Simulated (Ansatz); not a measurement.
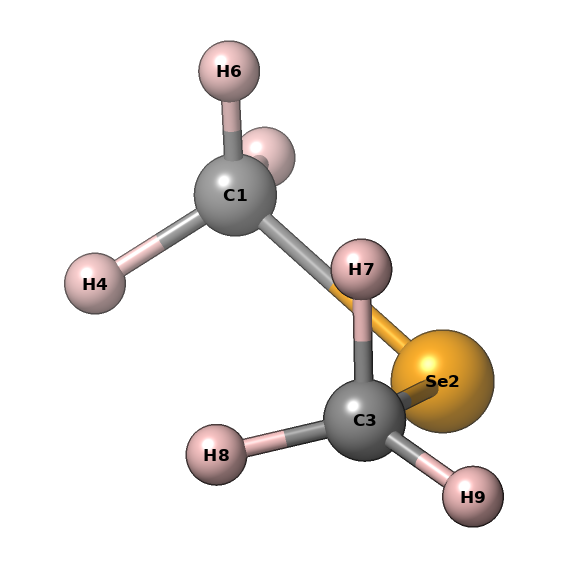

(Drawn from a calculation with Ansatz.)

Se2 lies behind C3. The molecule seen a little off the C3–Se2 bond, C3 in front. Distant atoms are faded towards the background colour. Geometry: atoms displaced at random (about 0.09 Å) from a stationary point of PBE0-D4.

Question: What is the torsion angle H7–C3–Se2–C1? The sign is positive where the front bond must turn clockwise to cover the back bond.

Answer: −52°, synclinal (gauche).
